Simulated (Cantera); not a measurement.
Feed: 1 mol H₂O, 0.84 mol SO₂, at 1.50 Torr.

These are equilibrium values from Cantera (NASA tables, ideal gas, pure condensed phases), not measurements of a reactor. Candidate condensed phases: H₂O, H₂SO₄, S; 19 gas species. Equilibrium is a limit: real reactors are often held back by kinetics, nucleation or transport.

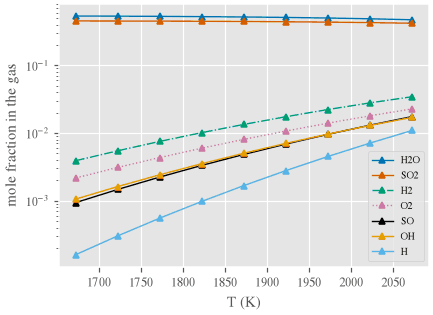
Figure. Equilibrium gas composition (values under 1e-9 drawn at 1e-9)

Q: Read off the mole fractions at 1723 K.

A: H₂O about 0.53, SO₂ about 0.45, H₂ about 0.0055, O₂ about 0.0031, OH about 0.0016, SO about 0.0015, H about 0.00030.
